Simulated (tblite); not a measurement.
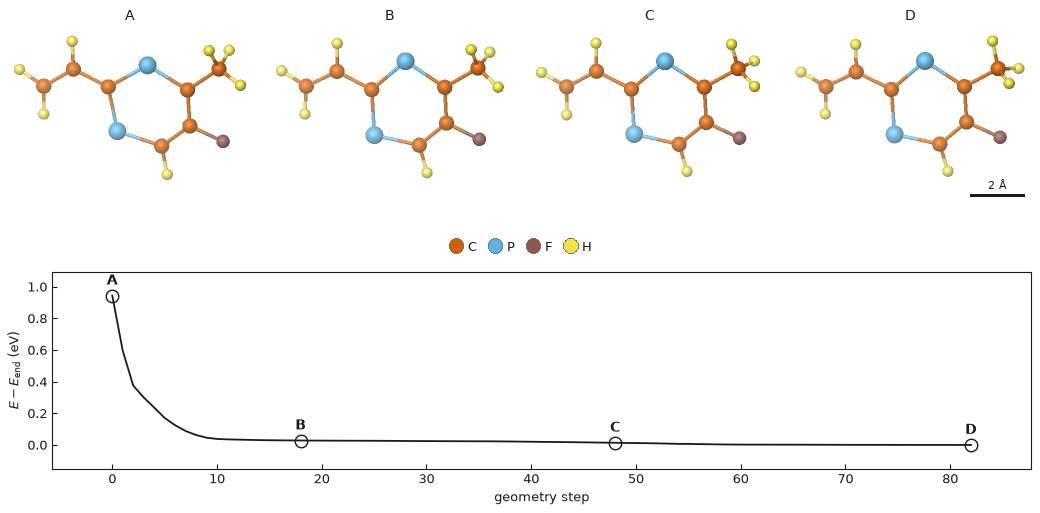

Frames of a relaxation of C₇H₇FP₂, marked on the history of the run. The picture is a ball-and-stick view, seen at a tilt.

Theory: GFN2-xTB geometry optimisation, gas phase in tblite 0.8.0. 

Question: What happens along the run?

Answer: After 82 geometry steps the energy has fallen by 0.944 eV. An H atom moves most after the best rigid fit: 0.76 Å. By element the largest moves are H 0.76 Å, F 0.22 Å, P 0.22 Å, C 0.20 Å. Near-neighbour distances that change, for instance: P–P 2.847 → 3.166 Å, C–H 1.131 → 1.088 Å, C–P 1.721 → 1.752 Å, C–C 1.484 → 1.502 Å. Among the angles between lasting bonds that change: P–C–P 110.1° → 129.3°, C–P–C 117.4° → 103.0°, C–P–C 118.8° → 105.4°. Groups turn about C–C by about 40°. From step 0 to 18: P and H atoms move most (0.21 Å), energy −0.916 eV. From step 18 to 48: an H atom moves most (0.37 Å), energy −0.014 eV. From step 48 to 82: H atoms move most (0.33 Å), energy −0.014 eV.

| step | E − E(0), eV |
| --- | --- |
| 0 | 0.0000 |
| 1 | -0.3488 |
| 2 | -0.5687 |
| 3 | -0.6437 |
| 4 | -0.7075 |
| 5 | -0.7731 |
| 6 | -0.8192 |
| 7 | -0.8557 |
| 8 | -0.8812 |
| 9 | -0.8981 |
| 10 | -0.9060 |
| 14 | -0.9132 |
| 18 | -0.9158 |
| 21 | -0.9167 |
| 25 | -0.9176 |
| 29 | -0.9192 |
| 33 | -0.9203 |
| 37 | -0.9214 |
| 40 | -0.9236 |
| 44 | -0.9265 |
| 48 | -0.9301 |
| 52 | -0.9340 |
| 55 | -0.9373 |
| 59 | -0.9412 |
| 63 | -0.9420 |
| 67 | -0.9425 |
| 71 | -0.9432 |
| 74 | -0.9434 |
| 78 | -0.9437 |
| 82 | -0.9438 |
